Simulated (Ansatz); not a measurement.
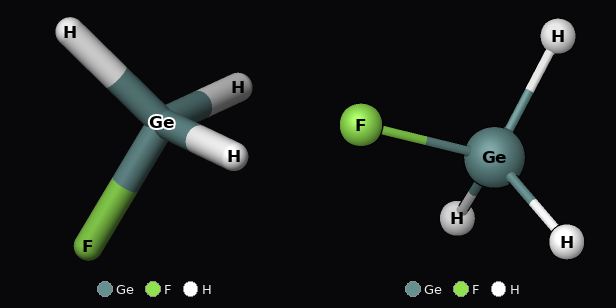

Two views of one molecule.

The geometry was computed by an optimisation with PBE0-D4/def2-TZVP.

> Give the formula.

FGeH3, 5 atoms: 1 fluorine, 1 germanium and 3 hydrogen.

> Count the bonded pairs by element.

3 Ge–H, 1 F–Ge. Sticks follow a distance rule.

> How many atoms are distinct by symmetry?

3: 1 Ge, 1 F, 3 H.

> Give the symmetry (Schoenflies symbol).

C3v.

More results for the same structure follow; atom numbers are the same in all pictures, views and colours differ.

### Geometry

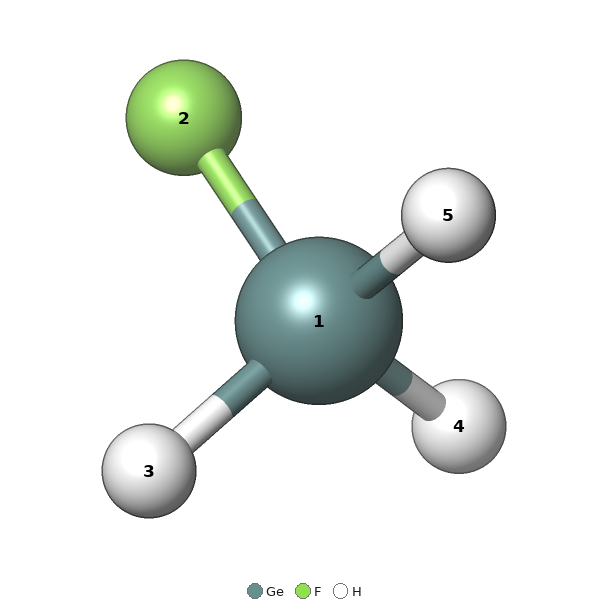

Numbered structure.

> Describe the coordination of atom 1.

Ge1 has 4 neighbours (F2 at 1.74, H3 at 1.53, H4 at 1.53, H5 at 1.53 Å); the arrangement is tetrahedral.

### Charges

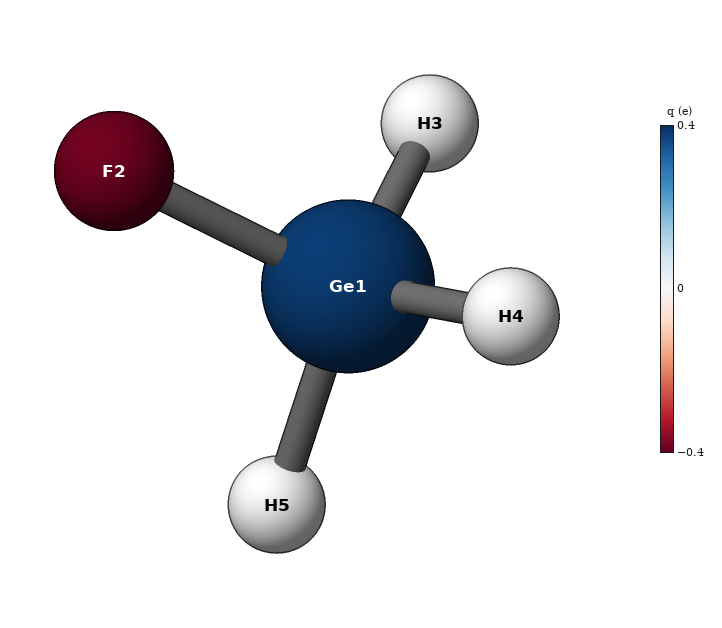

Atoms are coloured by their Mulliken charges. Properties computed with RKS PBE0-D4/def2-TZVP (Ansatz 0.2.0).

List the Mulliken charges.

```csv
atom,value (e)
Ge1,0.38
F2,−0.39
H3,0.00
H4,0.00
H5,0.00
```

### Vibrations

Harmonic vibrations computed with RKS PBE0-D4/def2-TZVP (Ansatz 0.2.0) at a stationary point of the same level.

> List the wavenumbers.

9 modes: 636, 636, 699, 870, 871, 873, 2179, 2189, 2189 cm⁻¹.

### Thermal motion

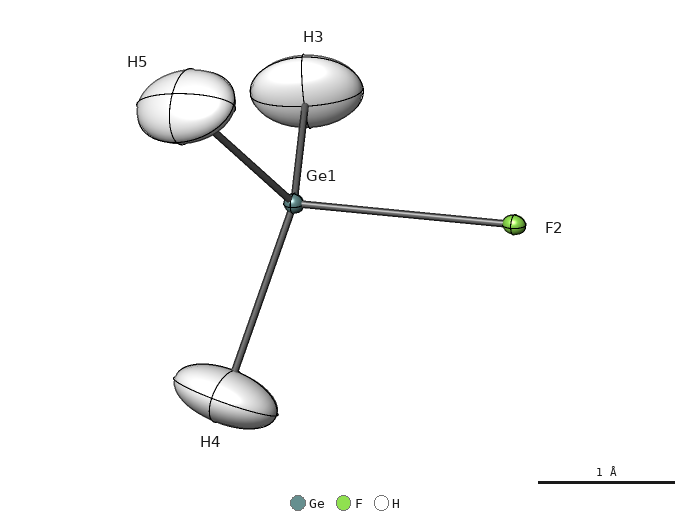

Displacement ellipsoids at the 50 % level, enlarged 1.5 times, from the internal vibrations of the free molecule (harmonic, no overall translation or rotation; no half-axis is drawn under 0.075 Å). Vibrations computed with RKS PBE0-D4/def2-TZVP (Ansatz 0.2.0). Temperature: 600 K.

> Which atom has the largest mean-square displacement?

H3, H4, H5, with U_eq = 0.0188 Å².

> Does H3 move more along its bond or across it?

Across it: the root-mean-square amplitude is 0.087 Å along the bond and up to 0.180 Å across, since bending and torsion are softer than stretching.

List U_eq and the three principal root-mean-square amplitudes for each kind of atom.

```
      atom  U_eq (Å²)   rms amplitudes (Å)
       Ge1    0.00006  0.005, 0.005, 0.011
        F2    0.00058  0.011, 0.011, 0.038
H3, H4, H5     0.0188  0.087, 0.128, 0.180
```

Mulliken values depend strongly on the basis set and can even reverse the polarity of a bond.
